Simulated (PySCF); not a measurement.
SMILES Nc1c(cccc1)N, singlet at its GFN2-xTB optimised geometry (Å):

```
16

N     -1.3878    -1.9159     0.0216
C     -0.7033    -0.6962     0.0000
C     -1.3794     0.5136     0.0515
C     -0.6905     1.7151     0.0719
C      0.6905     1.7160     0.0306
C      1.3794     0.5147     0.0000
C      0.7033    -0.6962     0.0000
N      1.3878    -1.9138    -0.0733
H     -2.3763    -1.8182    -0.1632
H     -0.9664    -2.6242    -0.5632
H     -2.4607     0.5080     0.0692
H     -1.2370     2.6455     0.1092
H      1.2368     2.6472     0.0332
H      2.4607     0.5099    -0.0178
H      2.3758    -1.8249     0.1177
H      0.9641    -2.6472     0.4776
```

Method: PBE/def2-TZVP run with PySCF.

Map of the electron localisation function on the plane z = 0.6 Å:

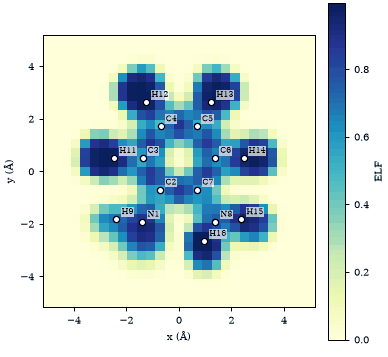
Figure: Electron localisation function on the plane z = 0.6 Å.
